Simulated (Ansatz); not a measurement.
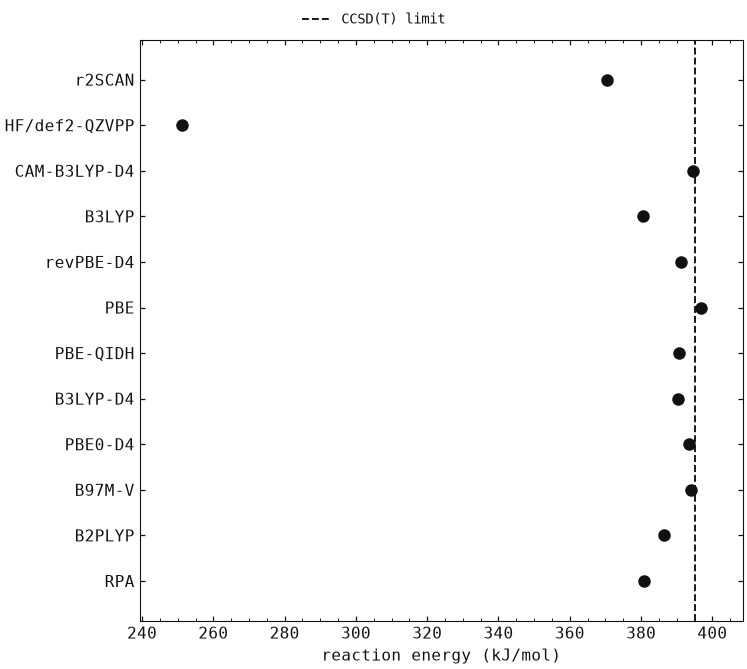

Electronic reaction energy of CH₇GeN (C[NH][GeH3]) → CH₂ ([CH2]) [triplet] + GeNH₅ ([NH2][GeH3]) (SMILES in brackets) at several levels (functionals in def2-TZVPP unless a basis is named), isolated molecules at PBE0-D4 triple-zeta geometries, minima by their frequencies, no zero-point or thermal terms, the Ansatz code. The line is frozen-core CCSD(T) at the basis limit (MP2 extrapolated from triple and quadruple zeta, plus CCSD(T) less MP2 in a smaller set). PBE-QIDH, B2PLYP and RPA hold a correlation term that converges slowly with the basis, so part of the distance to the limit is basis error. No dispersion term is added to r2SCAN, B3LYP, PBE, PBE-QIDH and B2PLYP. The limit lies 10.8 kJ/mol from CCSD(T)/def2-TZVPP, so the line itself is uncertain by a part of that.

### Which level comes closest to the line (CCSD(T) limit), and which misses most?

Closest CAM-B3LYP-D4 (394.5 kJ/mol), against 395.0 kJ/mol; farthest HF/def2-QZVPP (251.1 kJ/mol).

### What do zero-point energy and temperature add?

Zero-point change −29.3 kJ/mol; at 298.15 K and 1 bar the CCSD(T) limit plus thermal terms gives an enthalpy of reaction of 372.4 and a free energy of 324.5 kJ/mol (harmonic PBE0-D4 modes, ideal gas).

Known limits of this run: no scalar relativity up to krypton; outer-core shells are correlated without core-valence functions, which makes the correlated values less sure; other spin states of the triplet species weren't compared here.
